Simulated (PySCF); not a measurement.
**Geometry relaxation, with input and output: B2O3 (charge +1) (part 1 of 2)**

System: B2O3 (boron oxide (B2O3)), charge +1, multiplicity 2.
Method: PBE/6-31G*, UKS (PySCF 2.14.0).

The atoms were displaced at random from an optimised geometry. The geometry is that of the parent species in another charge or spin state. Figures and captions count atoms from 1; the log counts them from 0 in places.

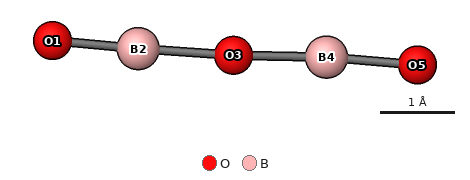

*The structure as given in the input (ball-and-stick view, seen at a tilt; atoms are numbered from 1 in the order of the input).*

Summary

| quantity | value |
| --- | --- |
| outcome | converged |
| total energy | −274.791307 hartree |
| basis functions | 70 |
| ⟨S²⟩ | 0.759 |
| zero-point energy | 0.016486 hartree |
| wavenumbers, lowest and highest | 85 and 1951 cm⁻¹ |
| hardware | 1 thread of Intel Xeon (Sapphire Rapids), 16 GiB of memory available, shared host |
| wall time | 7.8 min |
| peak memory | 1.2 GiB |

Remarks

The record of the run, not the program, notes: dipole of an ion depends on the origin; symmetry number missed.

Input (input.py)
```python
import numpy
from pyscf import gto, dft, symm
from pyscf.hessian import thermo
from pyscf.geomopt.geometric_solver import kernel as optimise

system = gto.M(
    atom='mol.xyz',
    charge=1,
    max_memory=1860,
    verbose=3,
    spin=1,
    basis='6-31g*',
)

ks = dft.UKS(system, xc='pbe')
ks.grids.level = 4
ks.conv_tol = 1e-10
ks = ks.newton()
converged, mol_eq = optimise(ks, maxsteps=80)
print('converged:', converged)
print(mol_eq.tostring())

ks.reset(mol_eq)
system = mol_eq
ks.kernel()
energy = ks.e_tot
print(f'total energy: {energy:.8f} hartree')
hess = ks.Hessian().kernel()
modes = thermo.harmonic_analysis(system, hess)
print('frequencies (1/cm)', numpy.round(modes['freq_wavenumber'], 1))
symm.geom.TOLERANCE = 1e-3  # for the symmetry number
th = thermo.thermo(ks, modes['freq_au'], 298.15, 101325)
thermo.dump_thermo(system, th)
```

File mol.xyz
```
5
B2O3
O     -0.906765     0.245437    -2.298738
B     -0.483701     0.113840    -1.212752
O     -0.010145     0.005970    -0.005184
B      0.531303    -0.088655     1.142800
O      0.965820    -0.201587     2.301466
```

Launch command:
```bash
OMP_NUM_THREADS=1 python input.py
```

Output
```
#|     Arguments passed to driver run_optimizer():      |#
customengine              <pyscf.geomopt.geometric_solver.PySCFEngine object>
maxiter                   80
----------------------------------------------------------
Custom engine selected.
Bonds will be generated from interatomic distances less than 1.20 times sum of covalent radii
15 internal coordinates being used (instead of 15 Cartesians)
Internal coordinate system (atoms numbered from 1):
Distance 1-2
Distance 2-3
Distance 3-4
Distance 4-5
LinearAngleX 1-2-3
LinearAngleY 1-2-3
LinearAngleX 2-3-4
LinearAngleY 2-3-4
LinearAngleX 3-4-5
LinearAngleY 3-4-5
Translation-X 1-5
Translation-Y 1-5
Translation-Z 1-5
Rotation-A 1-5
Rotation-B 1-5
Rotation-C 1-5
<class 'geometric.internal.Distance'> : 4
<class 'geometric.internal.LinearAngle'> : 6
<class 'geometric.internal.TranslationX'> : 1
<class 'geometric.internal.TranslationY'> : 1
<class 'geometric.internal.TranslationZ'> : 1
<class 'geometric.internal.RotationA'> : 1
<class 'geometric.internal.RotationB'> : 1
<class 'geometric.internal.RotationC'> : 1
> ===== Optimization Info: ====
> Job type: Energy minimization
> Maximum number of optimization cycles: 80
> Initial / maximum trust radius (Angstrom): 0.100 / 0.300
> Convergence Criteria:
> Will converge when all 5 criteria are reached:
>  |Delta-E| < 1.00e-06
>  RMS-Grad  < 3.00e-04
>  Max-Grad  < 4.50e-04
>  RMS-Disp  < 1.20e-03
>  Max-Disp  < 1.80e-03
> === End Optimization Info ===

Geometry optimization cycle 1
Cartesian coordinates (Angstrom)
 Atom        New coordinates             dX        dY        dZ
   O  -0.906765   0.245437  -2.298738    0.000000  0.000000  0.000000
   B  -0.483701   0.113840  -1.212752    0.000000 -0.000000  0.000000
   O  -0.010145   0.005970  -0.005184    0.000000 -0.000000  0.000000
   B   0.531303  -0.088655   1.142800    0.000000  0.000000  0.000000
   O   0.965820  -0.201587   2.301466    0.000000  0.000000  0.000000

WARN: Mole.unit (angstrom) is changed to Bohr

WARN: HOMO -0.431988758584353 >= LUMO -0.431988758584353

converged SCF energy = -274.780632732018  <S^2> = 0.75715159  2S+1 = 2.0071388
--------------- SecondOrderUKS_Scanner gradients ---------------
         x                y                z
0 O     0.0470266079    -0.0136046822     0.1198480139
1 B    -0.0393661872     0.0112273163    -0.0997509411
2 O     0.0034904948    -0.0007011762     0.0099918406
3 B     0.0010943666     0.0009848589    -0.0052742870
4 O    -0.0122365881     0.0020947808    -0.0248184035
----------------------------------------------
cycle 1: E = -274.780632732  dE = -274.781  norm(grad) = 0.171169
Step    0 : Gradient = 7.655e-02/1.295e-01 (rms/max) Energy = -274.7806327320
Hessian Eigenvalues: 5.00000e-02 5.00000e-02 5.00000e-02 ... 7.53548e-01 8.60303e-01 1.19717e+00

Geometry optimization cycle 2
Cartesian coordinates (Angstrom)
 Atom        New coordinates             dX        dY        dZ
   O  -0.928125   0.247980  -2.364329   -0.021360  0.002543 -0.065591
   B  -0.486842   0.118698  -1.223395   -0.003141  0.004858 -0.010643
   O  -0.013509   0.007989   0.002467   -0.003364  0.002019  0.007651
   B   0.530381  -0.092914   1.173748   -0.000922 -0.004259  0.030948
   O   0.994147  -0.206806   2.339301    0.028327 -0.005219  0.037835
converged SCF energy = -274.790440380278  <S^2> = 0.75836099  2S+1 = 2.0083436
--------------- SecondOrderUKS_Scanner gradients ---------------
         x                y                z
0 O     0.0100204195    -0.0022450055     0.0252537708
1 B    -0.0118955157     0.0021414476    -0.0294952604
2 O     0.0037759593    -0.0009781962     0.0122460196
3 B    -0.0010857521     0.0016199153    -0.0105633444
4 O    -0.0008083724    -0.0005369891     0.0025569672
----------------------------------------------
cycle 2: E = -274.79044038  dE = -0.00980765  norm(grad) = 0.0452472
Step    1 : Displace = 4.049e-02/6.889e-02 (rms/max) Trust = 1.000e-01 (=) Grad = 2.024e-02/3.188e-02 (rms/max) E (change) = -274.7904403803 (-9.808e-03) Quality = 1.144
Hessian Eigenvalues: 5.00000e-02 5.00000e-02 5.00000e-02 ... 7.21276e-01 8.80256e-01 9.91113e-01

Geometry optimization cycle 3
Cartesian coordinates (Angstrom)
 Atom        New coordinates             dX        dY        dZ
   O  -0.929563   0.246256  -2.378115   -0.001437 -0.001724 -0.013786
   B  -0.484445   0.122248  -1.220892    0.002397  0.003551  0.002503
   O  -0.018337   0.009675   0.003113   -0.004828  0.001686  0.000647
   B   0.523099  -0.095588   1.183388   -0.007282 -0.002673  0.009639
   O   1.004850  -0.207722   2.340422    0.010703 -0.000916  0.001121
converged SCF energy = -274.791146184439  <S^2> = 0.75865382  2S+1 = 2.0086352
--------------- SecondOrderUKS_Scanner gradients ---------------
         x                y                z
0 O     0.0026148855    -0.0002834178     0.0064274711
1 B    -0.0041571204     0.0002885918    -0.0102608694
2 O     0.0017878411    -0.0005118939     0.0067732459
3 B    -0.0008496404     0.0010966091    -0.0069639906
4 O     0.0006081113    -0.0005890490     0.0040210783
----------------------------------------------
cycle 3: E = -274.791146184  dE = -0.000705804  norm(grad) = 0.0169565
Step    2 : Displace = 9.992e-03/1.353e-02 (rms/max) Trust = 1.414e-01 (+) Grad = 7.583e-03/1.107e-02 (rms/max) E (change) = -274.7911461844 (-7.058e-04) Quality = 1.312
Hessian Eigenvalues: 4.99993e-02 5.00000e-02 5.00000e-02 ... 7.20446e-01 8.39059e-01 1.02498e+00

Geometry optimization cycle 4
Cartesian coordinates (Angstrom)
 Atom        New coordinates             dX        dY        dZ
   O  -0.928488   0.244030  -2.382856    0.001075 -0.002226 -0.004741
   B  -0.481900   0.125498  -1.217743    0.002545  0.003250  0.003150
   O  -0.021841   0.011094   0.002956   -0.003504  0.001419 -0.000158
   B   0.516247  -0.097853   1.189008   -0.006852 -0.002265  0.005620
   O   1.011206  -0.207976   2.336809    0.006356 -0.000254 -0.003613
converged SCF energy = -274.791281395616  <S^2> = 0.75873307  2S+1 = 2.0087141
--------------- SecondOrderUKS_Scanner gradients ---------------
         x                y                z
0 O    -0.0002320924     0.0002880092    -0.0007230524
1 B    -0.0001616405    -0.0003679302    -0.0004903522
2 O     0.0001634647    -0.0001079204     0.0019255672
3 B    -0.0000562523     0.0004592399    -0.0024360703
4 O     0.0002892522    -0.0002713198     0.0017219228
----------------------------------------------
cycle 4: E = -274.791281396  dE = -0.000135211  norm(grad) = 0.00375214
Step    3 : Displace = 6.277e-03/9.024e-03 (rms/max) Trust = 2.000e-01 (+) Grad = 1.678e-03/2.480e-03 (rms/max) E (change) = -274.7912813956 (-1.352e-04) Quality = 1.162
Hessian Eigenvalues: 4.99970e-02 5.00000e-02 5.00000e-02 ... 7.22313e-01 8.30181e-01 1.08752e+00

Geometry optimization cycle 5
Cartesian coordinates (Angstrom)
 Atom        New coordinates             dX        dY        dZ
   O  -0.927781   0.242853  -2.382901    0.000708 -0.001178 -0.000045
   B  -0.480992   0.127080  -1.216911    0.000908  0.001582  0.000832
   O  -0.022515   0.011719   0.002614   -0.000674  0.000626 -0.000341
   B   0.513453  -0.098822   1.190580   -0.002793 -0.000969  0.001572
   O   1.012848  -0.208049   2.334938    0.001642 -0.000073 -0.001870
converged SCF energy = -274.791292555442  <S^2> = 0.75871808  2S+1 = 2.0086992
--------------- SecondOrderUKS_Scanner gradients ---------------
         x                y                z
0 O    -0.0003650784     0.0002230835    -0.0009742711
1 B     0.0004196473    -0.0003245947     0.0008098300
2 O    -0.0003237439     0.0000164906     0.0003317865
3 B     0.0003403474     0.0001792282    -0.0005145293
4 O    -0.0000689913    -0.0000943383     0.0003458734
----------------------------------------------
cycle 5: E = -274.791292555  dE = -1.11598e-05  norm(grad) = 0.00168247
Step    4 : Displace = 2.131e-03/3.242e-03 (rms/max) Trust = 2.828e-01 (+) Grad = 7.524e-04/1.064e-03 (rms/max) E (change) = -274.7912925554 (-1.116e-05) Quality = 1.275
Hessian Eigenvalues: 4.99762e-02 5.00000e-02 5.00000e-02 ... 7.21086e-01 8.51630e-01 9.54509e-01

Geometry optimization cycle 6
Cartesian coordinates (Angstrom)
 Atom        New coordinates             dX        dY        dZ
   O  -0.927612   0.242014  -2.382475    0.000169 -0.000839  0.000426
   B  -0.480546   0.128270  -1.216825    0.000446  0.001189  0.000086
   O  -0.022170   0.012155   0.002230    0.000345  0.000435 -0.000384
   B   0.511779  -0.099482   1.191297   -0.001674 -0.000661  0.000717
   O   1.013367  -0.208167   2.334213    0.000519 -0.000118 -0.000725
converged SCF energy = -274.791295563589  <S^2> = 0.75870207  2S+1 = 2.0086832
--------------- SecondOrderUKS_Scanner gradients ---------------
         x                y                z
0 O    -0.0001557360     0.0000994499    -0.0003759539
1 B     0.0003606675    -0.0001729710     0.0005432220
2 O    -0.0004492588     0.0000421602    -0.0002215548
3 B     0.0004247835     0.0000405973     0.0002698975
4 O    -0.0001786202    -0.0000094239    -0.0002164989
----------------------------------------------
cycle 6: E = -274.791295564  dE = -3.00815e-06  norm(grad) = 0.00110321
Step    5 : Displace = 1.170e-03/1.822e-03 (rms/max) Trust = 3.000e-01 (+) Grad = 4.934e-04/6.746e-04 (rms/max) E (change) = -274.7912955636 (-3.008e-06) Quality = 1.351
Hessian Eigenvalues: 4.98446e-02 5.00000e-02 5.00000e-02 ... 7.18893e-01 8.44339e-01 1.01770e+00

Geometry optimization cycle 7
Cartesian coordinates (Angstrom)
 Atom        New coordinates             dX        dY        dZ
   O  -0.927972   0.241385  -2.382090   -0.000360 -0.000629  0.000385
   B  -0.480263   0.129237  -1.217003    0.000282  0.000967 -0.000178
   O  -0.021058   0.012525   0.001757    0.001111  0.000371 -0.000473
   B   0.510715  -0.099987   1.191662   -0.001065 -0.000505  0.000364
   O   1.013185  -0.208355   2.334229   -0.000182 -0.000188  0.000016
converged SCF energy = -274.791296962216  <S^2> = 0.75869442  2S+1 = 2.0086756
--------------- SecondOrderUKS_Scanner gradients ---------------
         x                y                z
0 O     0.0000220682     0.0000022188     0.0001148011
1 B     0.0001906750    -0.0000287930     0.0000433568
2 O    -0.0003962267     0.0000252471    -0.0002601990
3 B     0.0003118717    -0.0000210118     0.0003961053
4 O    -0.0001267820     0.0000221629    -0.0002946571
----------------------------------------------
cycle 7: E = -274.791296962  dE = -1.39863e-06  norm(grad) = 0.000797538
Step    6 : Displace = 9.407e-04/1.287e-03 (rms/max) Trust = 3.000e-01 (=) Grad = 3.567e-04/5.046e-04 (rms/max) E (change) = -274.7912969622 (-1.399e-06) Quality = 1.430
Hessian Eigenvalues: 4.73111e-02 4.99999e-02 5.00000e-02 ... 7.19134e-01 8.40288e-01 1.16508e+00

Geometry optimization cycle 8
Cartesian coordinates (Angstrom)
 Atom        New coordinates             dX        dY        dZ
   O  -0.928912   0.240897  -2.381723   -0.000940 -0.000488  0.000367
   B  -0.479990   0.130084  -1.217260    0.000273  0.000847 -0.000257
   O  -0.019060   0.012894   0.001039    0.001999  0.000368 -0.000718
   B   0.510038  -0.100415   1.191855   -0.000677 -0.000427  0.000194
   O   1.012256  -0.208631   2.334770   -0.000929 -0.000276  0.000541
converged SCF energy = -274.791298017256  <S^2> = 0.75869352  2S+1 = 2.0086747
--------------- SecondOrderUKS_Scanner gradients ---------------
         x                y                z
0 O     0.0001085357    -0.0000612272     0.0003507482
1 B     0.0000539990     0.0000858059    -0.0003286540
2 O    -0.0002639414    -0.0000097438    -0.0000710516
3 B     0.0001131785    -0.0000442771     0.0002080375
4 O    -0.0000103407     0.0000293241    -0.0001594548
----------------------------------------------
cycle 8: E = -274.791298017  dE = -1.05504e-06  norm(grad) = 0.000645055
Step    7 : Displace = 1.279e-03/2.204e-03 (rms/max) Trust = 3.000e-01 (=) Grad = 2.885e-04/3.722e-04 (rms/max) E (change) = -274.7912980173 (-1.055e-06) Quality = 1.526
Hessian Eigenvalues: 2.77619e-02 4.99997e-02 5.00000e-02 ... 7.19561e-01 8.65385e-01 1.11203e+00

Geometry optimization cycle 9
Cartesian coordinates (Angstrom)
 Atom        New coordinates             dX        dY        dZ
   O  -0.930832   0.240482  -2.381155   -0.001920 -0.000415  0.000568
   B  -0.479583   0.130961  -1.217594    0.000407  0.000877 -0.000334
   O  -0.015363   0.013362  -0.000304    0.003697  0.000468 -0.001343
   B   0.509639  -0.100850   1.191949   -0.000399 -0.000435  0.000093
   O   1.010032  -0.209089   2.335968   -0.002224 -0.000458  0.001198
converged SCF energy = -274.791299291476  <S^2> = 0.75869693  2S+1 = 2.0086781
--------------- SecondOrderUKS_Scanner gradients ---------------
         x                y                z
0 O     0.0001260472    -0.0001040965     0.0003934995
1 B    -0.0000419356     0.0001820100    -0.0005509644
2 O    -0.0000859291    -0.0000540948     0.0002263018
3 B    -0.0001261428    -0.0000503020    -0.0001390477
4 O     0.0001292136     0.0000264852     0.0000700082
----------------------------------------------
cycle 9: E = -274.791299291  dE = -1.27422e-06  norm(grad) = 0.000801007
Step    8 : Displace = 2.322e-03/4.047e-03 (rms/max) Trust = 3.000e-01 (=) Grad = 3.582e-04/5.818e-04 (rms/max) E (change) = -274.7912992915 (-1.274e-06) Quality = 1.585
Hessian Eigenvalues: 1.40391e-02 4.99992e-02 5.00000e-02 ... 7.23614e-01 9.52580e-01 1.00884e+00
```
